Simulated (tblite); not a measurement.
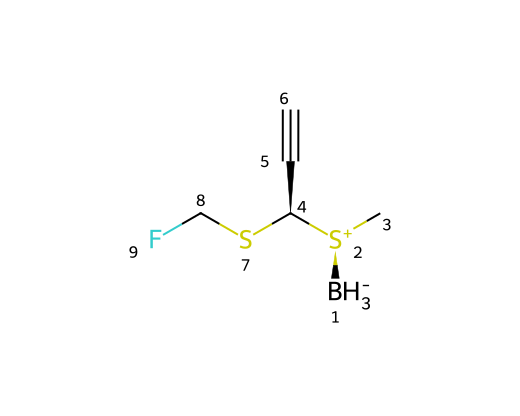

Skeletal drawing with numbered atoms; wedges and dashes mark any stereocentres. The configuration is that of a computed structure (GFN2-xTB).

> Assign CIP descriptors.

S2: R; C4: R.

> Give a SMILES with the stereochemistry.

[BH3-][S@+](C)[C@H](C#C)SCF
